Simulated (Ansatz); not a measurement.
**SiH (quartet): from Hartree-Fock to the top rungs at distance Si1–H2 = 3.952 Å, cc-pVQZ**

Aim: climb from Hartree-Fock through coupled cluster and multireference methods for SiH (quartet) at one geometry and basis, and see what each rung misses.

The runs use Ansatz 0.2.0, Gaussian basis; cc-pVQZ, core rule «outside noble gas», up to 5 orbitals frozen.

Plan: UHF; CCSD(T) on ROHF; CCSD(T) on UHF; BCCD(T) on ROHF; CCSDT(Q) on ROHF; CCSDT(Q) on UHF; CASSCF and MRCISD+Q, 5 electrons in 5 orbitals; CASSCF and NEVPT2, 5 electrons in 5 orbitals.

10 further runs of the same task are left out: 10 that didn't finish. Runs told in other sessions of the task aren't counted.

**1. The system**

The geometry derives from a PBE0/def2-TZVP stationary point (not a proven minimum). One bond is set to the value named and the two fragments are kept rigid.

2 atoms, charge 0, spin multiplicity 4.

Atoms are counted from 1 here; the program's logs count them from 0.

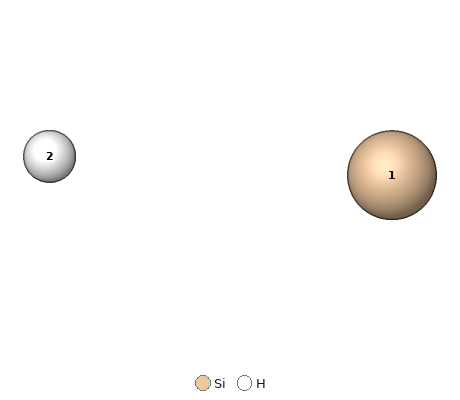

The geometry (silicon light orange, hydrogen white); atoms are numbered from 1 in the order of the file.

In the tables R marks a restricted open-shell determinant and U an unrestricted one; 'valence' is the active space of 5 electrons in 5 orbitals; energies count from the table's Hartree-Fock row.

**2. UHF**

File in.yaml:

```yaml
crystal:
  periodic: [false, false, false]
  atoms:
    - {symbol: Si, position_ang: [0.000000, 0.000000, 0.000000]}
    - {symbol: H, position_ang: [0.000000, 0.000000, 3.952000]}
basis:
  gaussian: {orbitals: cc-pVQZ}
magnetization: {spin_polarized: true, initial_magnetization: 3}
hamiltonian: {xc: hf}
output: {orbitals: {seedname: orbitals}}
```

Started as:

```sh
ansatz run in.yaml --threads 1 --pin off --events-out ev --progress --plain --max-ram 4096MiB --backend cpu
```

What it wrote:

```text
Functional definition: HF
  name "HF"
  cite "Fock, Z. Phys. 61, 126 (1930) doi:10.1007/BF01340294"
  parent pbe
  exchange = exact_x
  correlation = 0
444 factors; their error is unknown
mean field evaluation 1: about -7873.1247 eV, gradient 5.3e0 eV
mean field evaluation 2: about -7873.5307 eV, gradient 2.0e0 eV
mean field evaluation 4: about -7873.6029 eV, gradient 2.5e-1 eV
mean field evaluation 8: about -7873.8437 eV, gradient 9.1e-5 eV
mean field evaluation 16: about -7873.8437 eV, gradient 1.3e-6 eV
mean field evaluation 32: about -7873.8207 eV, gradient 6.5e-2 eV
mean field evaluation 64: about -7871.3240 eV, gradient 8.9e0 eV
mean field evaluation 96: about -7873.8207 eV, gradient 1.1e-1 eV
mean field -7873.84374416 eV, -289.3584205150 hartree, gradient 1.3e-6 eV, S^2 3.765283; 3 other end points of the search recorded, 0 dependent functions left out
reference -7873.84374416 eV, -289.3584205150 hartree; 9, 6 occupied and 80, 83 virtual orbitals, 444 factors
Total energy: -7873.84374416 eV, -289.3584205150 hartree
```

Wall time 1.2 s (1 thread of AMD EPYC 7R13, shared host).

From the report: ⟨S²⟩ of the determinant 3.765 (pure quartet: 3.75).

**3. CCSD(T) on ROHF**

File in.yaml:

```yaml
crystal:
  periodic: [false, false, false]
  atoms:
    - {symbol: Si, position_ang: [0.000000, 0.000000, 0.000000]}
    - {symbol: H, position_ang: [0.000000, 0.000000, 3.952000]}
basis:
  gaussian: {orbitals: cc-pVQZ}
magnetization: {spin_polarized: false, initial_magnetization: 3}
correlation: {method: ccsd_t, electrons: outside_noble_gas}
output: {forces: true}
```

The command is unchanged.

What it wrote, cut to the lines that bear on the results:

```text
Functional definition: HF
  name "HF"
  cite "Fock, Z. Phys. 61, 126 (1930) doi:10.1007/BF01340294"
  parent pbe
[...]
513 factors; integrals over basis functions are off by at most 5.6e-4 eV
[...]
mean field -7873.72687449 eV, -289.3541256336 hartree, gradient 3.3e-6 eV, S^2 3.750000; 8 other end points of the search recorded, 0 dependent functions left out
[...]
determinant -7873.72687449 eV, -289.3541256336 hartree, with singles and doubles -7875.99980946 eV, -289.4376544534 hartree
determinant -7873.70298804 eV, -289.3532478229 hartree, with singles and doubles -7875.97882246 eV, -289.4368831952 hartree
determinant -7873.72687449 eV, -289.3541256336 hartree, with singles and doubles -7875.92205291 eV, -289.4347969529 hartree
determinant -7873.70298804 eV, -289.3532478229 hartree, with singles and doubles -7875.90146133 eV, -289.4340402261 hartree
[...]
5 core orbitals not correlated: weight in the atoms' cores, before any rotation towards them, 1.000 or more for the frozen orbitals, at most 0.000 for the correlated occupied ones
reference -7873.72687449 eV, -289.3541256336 hartree; 4, 1 occupied and 80, 83 virtual orbitals, 513 factors
second order -1.68678744 eV of doubles, -0.06715220 eV of singles
cycle   1  -2.19517800 eV  change    4.2e-7 eV  update   2.3e-6
[...]
cycle  10  -2.19517752 eV  change    1.1e-9 eV  update   1.2e-8
perturbative correction -0.08243037 eV, -0.0030292603 hartree
[...]
Total energy: -7876.00448237 eV, -289.4378261797 hartree
Atom 0 at     0.000000     0.000000     0.000000 Å, force    -0.000000    -0.000000     0.015119 eV/Å
Atom 1 at     0.000000     0.000000     3.952000 Å, force    -0.000000     0.000000    -0.015119 eV/Å
Dipole moment:     0.000000    -0.000000     0.008358 e Å
```

Run time: 27 s. Hardware: 1 thread of AMD EPYC 7R13, shared host; peak memory 0.63 GiB.

From the report: correlation -2.2776 eV; T1 0.022; largest double amplitude 0.08.

**4. CCSD(T) on UHF**

Edit in.yaml of step 3 so:

```diff
@@ -7,3 +7,3 @@
   gaussian: {orbitals: cc-pVQZ}
-magnetization: {spin_polarized: false, initial_magnetization: 3}
+magnetization: {spin_polarized: true, initial_magnetization: 3}
 correlation: {method: ccsd_t, electrons: outside_noble_gas}
```

Same command.

What it wrote, cut to the lines that bear on the results:

```text
Functional definition: HF
  name "HF"
  cite "Fock, Z. Phys. 61, 126 (1930) doi:10.1007/BF01340294"
  parent pbe
[...]
513 factors; integrals over basis functions are off by at most 5.6e-4 eV
[...]
mean field -7873.84396449 eV, -289.3584286119 hartree, gradient 1.8e-6 eV, S^2 3.765282; 11 other end points of the search recorded, 0 dependent functions left out
determinant -7873.84396449 eV, -289.3584286119 hartree, with singles and doubles -7876.00814864 eV, -289.4379609126 hartree
determinant -7873.82058231 eV, -289.3575693326 hartree, with singles and doubles -7875.98396959 eV, -289.4370723486 hartree
determinant -7871.24251987 eV, -289.2628272853 hartree, with singles and doubles -7872.09372868 eV, -289.2941086321 hartree
determinant -7873.84396449 eV, -289.3584286119 hartree, with singles and doubles -7875.92774327 eV, -289.4350060698 hartree
determinant -7873.82058231 eV, -289.3575693326 hartree, with singles and doubles -7875.90719526 eV, -289.4342509442 hartree
5 core orbitals not correlated: weight in the atoms' cores, before any rotation towards them, 1.000 or more for the frozen orbitals, at most 0.000 for the correlated occupied ones
reference -7873.84396449 eV, -289.3584286119 hartree; 4, 1 occupied and 80, 83 virtual orbitals, 513 factors
second order -1.63080584 eV of doubles, -0.00000000 eV of singles
cycle   1  -2.08377774 eV  change    1.0e-6 eV  update   5.4e-6
[...]
cycle  11  -2.08377678 eV  change  -6.8e-10 eV  update   9.7e-9
perturbative correction -0.07732852 eV, -0.0028417705 hartree
[...]
Total energy: -7876.00506978 eV, -289.4378477666 hartree
Atom 0 at     0.000000     0.000000     0.000000 Å, force     0.000000    -0.000000     0.015093 eV/Å
Atom 1 at     0.000000     0.000000     3.952000 Å, force     0.000000     0.000000    -0.015093 eV/Å
Dipole moment:     0.000000    -0.000000     0.008357 e Å
```

Run time: 22 s. Hardware: 1 thread of AMD EPYC 7R13, shared host; peak memory 0.62 GiB.

From the report: ⟨S²⟩ of the determinant 3.765 (pure quartet: 3.75); correlation -2.1611 eV; T1 0.011; largest double amplitude 0.08.

**5. BCCD(T) on ROHF**

File in.yaml:

```yaml
crystal:
  periodic: [false, false, false]
  atoms:
    - {symbol: Si, position_ang: [0.000000, 0.000000, 0.000000]}
    - {symbol: H, position_ang: [0.000000, 0.000000, 3.952000]}
basis:
  gaussian: {orbitals: cc-pVQZ}
magnetization: {spin_polarized: false, initial_magnetization: 3}
correlation: {method: bccd_t, electrons: outside_noble_gas}
```

Started as:

```sh
ansatz run in.yaml --threads 2 --pin off --events-out ev --progress --plain --max-ram 24576MiB --backend cuda --devices 0, --max-vram 18GiB
```

What it wrote, cut to the lines that bear on the results:

```text
Functional definition: HF
  name "HF"
  cite "Fock, Z. Phys. 61, 126 (1930) doi:10.1007/BF01340294"
  parent pbe
[...]
513 factors; integrals over basis functions are off by at most 5.6e-4 eV
[...]
mean field -7873.72687449 eV, -289.3541256336 hartree, gradient 3.3e-6 eV, S^2 3.750000; 8 other end points of the search recorded, 0 dependent functions left out
[...]
determinant -7873.72687449 eV, -289.3541256336 hartree, with singles and doubles -7875.99980940 eV, -289.4376544509 hartree
determinant -7873.70298804 eV, -289.3532478229 hartree, with singles and doubles -7875.97882226 eV, -289.4368831879 hartree
determinant -7873.72687449 eV, -289.3541256336 hartree, with singles and doubles -7875.92205244 eV, -289.4347969355 hartree
determinant -7873.70298804 eV, -289.3532478229 hartree, with singles and doubles -7875.90146095 eV, -289.4340402123 hartree
[...]
5 core orbitals not correlated: weight in the atoms' cores, before any rotation towards them, 1.000 or more for the frozen orbitals, at most 0.000 for the correlated occupied ones
reference -7873.72687449 eV, -289.3541256336 hartree; 4, 1 occupied and 80, 83 virtual orbitals, 513 factors
second order -1.68678744 eV of doubles, -0.06715220 eV of singles
cycle   1  -2.19857276 eV  change   -3.4e-3 eV  update   1.8e-3
[...]
cycle   6  -2.19743906 eV  change    1.1e-6 eV  update   3.3e-6
perturbative correction -0.07976361 eV, -0.0029312584 hartree
Total energy: -7876.00407715 eV, -289.4378112881 hartree
```

It took 5 s on 1 × H100 (card shared with other runs) with 2 threads of AMD EPYC 7R13, shared host; peak host memory 0.84 GiB.

From the report: correlation -2.2772 eV; largest double amplitude 0.08.

**6. CCSDT(Q) on ROHF**

Edit in.yaml of step 5 so:

```diff
@@ -8,2 +8,2 @@
 magnetization: {spin_polarized: false, initial_magnetization: 3}
-correlation: {method: bccd_t, electrons: outside_noble_gas}
+correlation: {method: ccsdt_q, electrons: outside_noble_gas}
```

Launched as before.

What it wrote, cut to the lines that bear on the results:

```text
Functional definition: HF
  name "HF"
  cite "Fock, Z. Phys. 61, 126 (1930) doi:10.1007/BF01340294"
  parent pbe
[...]
900 factors; integrals over basis functions are off by at most 2.3e-7 eV
[...]
mean field -7873.72689242 eV, -289.3541262926 hartree, gradient 4.0e-6 eV, S^2 3.750000; 8 other end points of the search recorded, 0 dependent functions left out
[...]
determinant -7873.72689242 eV, -289.3541262926 hartree, with singles and doubles -7875.99983722 eV, -289.4376554733 hartree
determinant -7873.70300211 eV, -289.3532483400 hartree, with singles and doubles -7875.97884522 eV, -289.4368840316 hartree
determinant -7873.72689242 eV, -289.3541262926 hartree, with singles and doubles -7875.92207428 eV, -289.4347977381 hartree
determinant -7873.70300211 eV, -289.3532483400 hartree, with singles and doubles -7875.90147733 eV, -289.4340408142 hartree
[...]
5 core orbitals not correlated: weight in the atoms' cores, before any rotation towards them, 1.000 or more for the frozen orbitals, at most 0.000 for the correlated occupied ones
reference -7873.72689242 eV, -289.3541262926 hartree; 4, 1 occupied and 80, 83 virtual orbitals, 900 factors
second order -1.68679919 eV of doubles, -0.06715181 eV of singles
cycle   1  -2.05515381 eV  change   -3.0e-1 eV  update   5.8e-2
[...]
cycle  19  -2.29686049 eV  change    2.8e-8 eV  update   4.4e-7
perturbative correction -0.00207407 eV, -0.0000762206 hartree
Total energy: -7876.02582697 eV, -289.4386105792 hartree
```

Wall time 6.5 s (1 × H100 (card shared with other runs) with 2 threads of AMD EPYC 7R13, shared host); peak host memory 0.87 GiB.

From the report: correlation -2.2989 eV; T1 0.022; largest double amplitude 0.08.

**7. CCSDT(Q) on UHF**

Edit in.yaml of step 6 so:

```diff
@@ -7,3 +7,3 @@
   gaussian: {orbitals: cc-pVQZ}
-magnetization: {spin_polarized: false, initial_magnetization: 3}
+magnetization: {spin_polarized: true, initial_magnetization: 3}
 correlation: {method: ccsdt_q, electrons: outside_noble_gas}
```

Launched as before.

What it wrote, cut to the lines that bear on the results:

```text
Functional definition: HF
  name "HF"
  cite "Fock, Z. Phys. 61, 126 (1930) doi:10.1007/BF01340294"
  parent pbe
[...]
900 factors; integrals over basis functions are off by at most 2.3e-7 eV
[...]
mean field -7873.84398185 eV, -289.3584292499 hartree, gradient 1.9e-6 eV, S^2 3.765282; 11 other end points of the search recorded, 0 dependent functions left out
determinant -7873.84398185 eV, -289.3584292499 hartree, with singles and doubles -7876.00817614 eV, -289.4379619231 hartree
determinant -7873.82059666 eV, -289.3575698600 hartree, with singles and doubles -7875.98399223 eV, -289.4370731807 hartree
determinant -7871.24252900 eV, -289.2628276208 hartree, with singles and doubles -7872.09373255 eV, -289.2941087744 hartree
determinant -7873.84398185 eV, -289.3584292499 hartree, with singles and doubles -7875.92776464 eV, -289.4350068548 hartree
determinant -7873.82059666 eV, -289.3575698600 hartree, with singles and doubles -7875.90721083 eV, -289.4342515163 hartree
5 core orbitals not correlated: weight in the atoms' cores, before any rotation towards them, 1.000 or more for the frozen orbitals, at most 0.000 for the correlated occupied ones
reference -7873.84398185 eV, -289.3584292499 hartree; 4, 1 occupied and 80, 83 virtual orbitals, 900 factors
second order -1.63081721 eV of doubles, -0.00000000 eV of singles
cycle   1  -1.93171141 eV  change   -3.0e-1 eV  update   5.9e-2
[...]
cycle  19  -2.18069173 eV  change    1.9e-8 eV  update   4.0e-7
perturbative correction -0.00196538 eV, -0.0000722264 hartree
Total energy: -7876.02663897 eV, -289.4386404194 hartree
```

It took 7 s on 1 × H100 (card shared with other runs) with 2 threads of AMD EPYC 7R13, shared host; peak host memory 0.86 GiB.

From the report: ⟨S²⟩ of the determinant 3.765 (pure quartet: 3.75); correlation -2.1827 eV; T1 0.011; largest double amplitude 0.08.

**8. CASSCF and MRCISD+Q, 5 electrons in 5 orbitals**

File in.yaml:

```yaml
crystal:
  periodic: [false, false, false]
  atoms:
    - {symbol: Si, position_ang: [0.000000, 0.000000, 0.000000]}
    - {symbol: H, position_ang: [0.000000, 0.000000, 3.952000]}
basis:
  gaussian: {orbitals: cc-pVQZ}
magnetization: {spin_polarized: false, initial_magnetization: 3}
correlation: {method: fic_mrcisd_q, electrons: outside_noble_gas, active_space: {window: {electrons: 5, orbitals: 5}, shells: [{species: H, l: s, shell: 1}, {species: Si, l: s, shell: 3}, {species: Si, l: p, shell: 3}]}}
```

The command is unchanged.

What it wrote, cut to the lines that bear on the results:

```text
Functional definition: HF
  name "HF"
  cite "Fock, Z. Phys. 61, 126 (1930) doi:10.1007/BF01340294"
  parent pbe
[...]
900 factors; integrals over basis functions are off by at most 2.3e-7 eV
[...]
mean field -7873.72689242 eV, -289.3541262926 hartree, gradient 4.0e-6 eV, S^2 3.750000; 7 other end points of the search recorded, 0 dependent functions left out
reference -7873.72689242 eV, -289.3541262926 hartree; 9, 6 occupied and 80, 83 virtual orbitals, 900 factors
state -7874.10886038 eV, -289.3681633563 hartree
contracted CI cycle   1: correlation 0.00000000 eV, 0.0000000000 hartree, residual 8.85e0 eV
contracted CI cycle   2: correlation -1.67707081 eV, -0.0616312156 hartree, residual 2.26e0 eV
contracted CI cycle   3: correlation -1.77939334 eV, -0.0653914992 hartree, residual 5.72e-1 eV
contracted CI cycle   4: correlation -1.78637828 eV, -0.0656481909 hartree, residual 1.69e-1 eV
contracted CI cycle   5: correlation -1.78701150 eV, -0.0656714613 hartree, residual 5.59e-2 eV
contracted CI cycle   6: correlation -1.78707815 eV, -0.0656739106 hartree, residual 2.08e-2 eV
contracted CI cycle   7: correlation -1.78708561 eV, -0.0656741849 hartree, residual 7.85e-3 eV
contracted CI cycle   8: correlation -1.78708666 eV, -0.0656742235 hartree, residual 2.80e-3 eV
contracted CI cycle   9: correlation -1.78708680 eV, -0.0656742286 hartree, residual 8.45e-4 eV
state -7874.10886038 eV, -289.3681633563 hartree; corrected -7876.00168674 eV, -289.4377234418 hartree
Total energy: -7876.00168674 eV, -289.4377234418 hartree
Checks for a lower state left out: starts, orbital_swaps
```

Run time: 2.6 s. Hardware: 1 × H100 (card shared with other runs) with 2 threads of AMD EPYC 7R13, shared host; peak host memory 0.77 GiB.

From the report: 11 determinants; active occupations 1.96, 1.00, 1.00, 1.00, 0.04.

**9. CASSCF and NEVPT2, 5 electrons in 5 orbitals**

File in.yaml:

```yaml
crystal:
  periodic: [false, false, false]
  atoms:
    - {symbol: Si, position_ang: [0.000000, 0.000000, 0.000000]}
    - {symbol: H, position_ang: [0.000000, 0.000000, 3.952000]}
basis:
  gaussian: {orbitals: cc-pVQZ}
magnetization: {spin_polarized: false, initial_magnetization: 3}
correlation: {method: sc_nevpt2, electrons: outside_noble_gas, active_space: {window: {electrons: 5, orbitals: 5}, shells: [{species: H, l: s, shell: 1}, {species: Si, l: s, shell: 3}, {species: Si, l: p, shell: 3}]}}
```

Started as:

```sh
ansatz run in.yaml --threads 1 --pin off --events-out ev --progress --plain --max-ram 4096MiB --backend cpu
```

What it wrote, cut to the lines that bear on the results:

```text
Functional definition: HF
  name "HF"
  cite "Fock, Z. Phys. 61, 126 (1930) doi:10.1007/BF01340294"
  parent pbe
[...]
900 factors; integrals over basis functions are off by at most 2.3e-7 eV
[...]
mean field -7873.72689242 eV, -289.3541262926 hartree, gradient 4.0e-6 eV, S^2 3.750000; 7 other end points of the search recorded, 0 dependent functions left out
reference -7873.72689242 eV, -289.3541262926 hartree; 9, 6 occupied and 80, 83 virtual orbitals, 900 factors
state -7874.10886038 eV, -289.3681633563 hartree
state -7874.10886038 eV, -289.3681633563 hartree; corrected -7875.48104754 eV, -289.4185903044 hartree
Total energy: -7875.48104754 eV, -289.4185903044 hartree
Checks for a lower state left out: starts, orbital_swaps
```

Wall time 4.1 s (1 thread of AMD EPYC 7R13, shared host).

From the report: 11 determinants; active occupations 1.96, 1.00, 1.00, 1.00, 0.04.

**10. How many determinants matter**

Natural occupations of the CASSCF valence state about the gap (report; correlated orbitals 1 to 5): 1.959, 1.000, 1.000, 1.000, 0.041. The count of effectively unpaired electrons, Σ n²(2 − n)², is 3.01; a single determinant of this spin has 3.

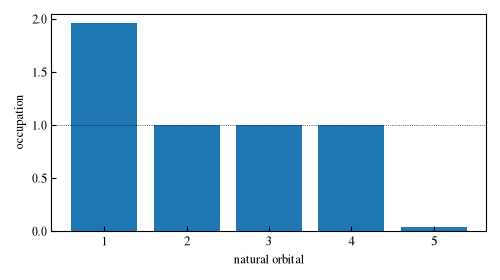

Natural occupations of the CASSCF valence state.

**11. Misses and costs**

The yardstick is UCCSDT(Q), where the cluster series has nearly closed. Rows without a time are mean-field rows or come out of runs for another level: lower rungs of the coupled-cluster runs, CASSCF and MRCISD of the multireference runs, or the Hartree-Fock search. The times of RCCSD(T), UCCSD(T) include forces.

Differences are taken before rounding.

```
          method  energy from the lowest ROHF (kcal/mol)  from UCCSDT(Q) (kcal/mol)         time
             ROHF                                   0.00                     +53.03             
             UHF                                  -2.70                     +50.33             
            RMP2                                 -40.45                     +12.59             
            UMP2                                 -40.31                     +12.73             
           RCCSD                                 -50.62                      +2.41             
           UCCSD                                 -50.75                      +2.28             
        RCCSD(T)                                 -52.52                      +0.51         27 s
        UCCSD(T)                                 -52.54                      +0.50         22 s
         BCCD(T)                                 -52.51                      +0.52    5 s (GPU)
          RCCSDT                                 -52.97                      +0.07             
          UCCSDT                                 -52.99                      +0.05             
       RCCSDT(Q)                                 -53.02                      +0.02  6.5 s (GPU)
       UCCSDT(Q)                                 -53.03                          0    7 s (GPU)
  CASSCF valence                                  -8.81                     +44.23             
  NEVPT2 valence                                 -40.45                     +12.58        4.1 s
  MRCISD valence                                 -50.02                      +3.01             
MRCISD+Q valence                                 -52.46                      +0.58  2.6 s (GPU)
```

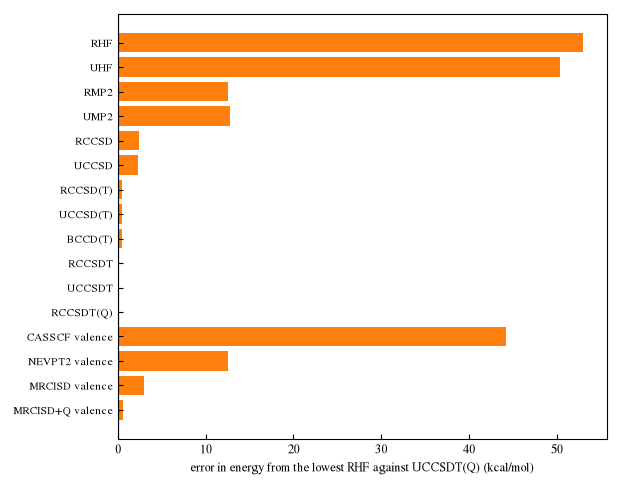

Deviations from UCCSDT(Q), method by method.

Some runs used a GPU and others CPU threads alone; cost is compared among the CPU runs only.

**12. What came out**

```
                         quantity                                                                     value
    UCCSDT(Q) from the ROHF energy                                                                -2.2998 eV
              RMP2 from UCCSDT(Q)                                                           +12.59 kcal/mol
              UMP2 from UCCSDT(Q)                                                           +12.73 kcal/mol
             RCCSD from UCCSDT(Q)                                                            +2.41 kcal/mol
          RCCSD(T) from UCCSDT(Q)                                                            +0.51 kcal/mol
          UCCSD(T) from UCCSDT(Q)                                                            +0.50 kcal/mol
         RCCSDT(Q) from UCCSDT(Q)                                                            +0.02 kcal/mol
    NEVPT2 valence from UCCSDT(Q)                                                           +12.58 kcal/mol
  MRCISD+Q valence from UCCSDT(Q)                                                            +0.58 kcal/mol
levels within 1 kcal/mol (43 meV)  RCCSD(T), UCCSD(T), BCCD(T), RCCSDT, UCCSDT, RCCSDT(Q), MRCISD+Q valence
                    T1 diagnostic                                                                     0.022
   effectively unpaired electrons                                                                      3.01
```

**Reading.** RCCSD(T) lands +0.51 kcal/mol from the yardstick (1.0 % of the correlation energy). One determinant dominates. Of the multireference levels listed MRCISD+Q valence comes nearest in total energy (+0.58 kcal/mol), which doesn't show that its space is the better one. These misses are within one basis, not against nature; the frozen cores of restricted and unrestricted runs differ, which can shift their rows.
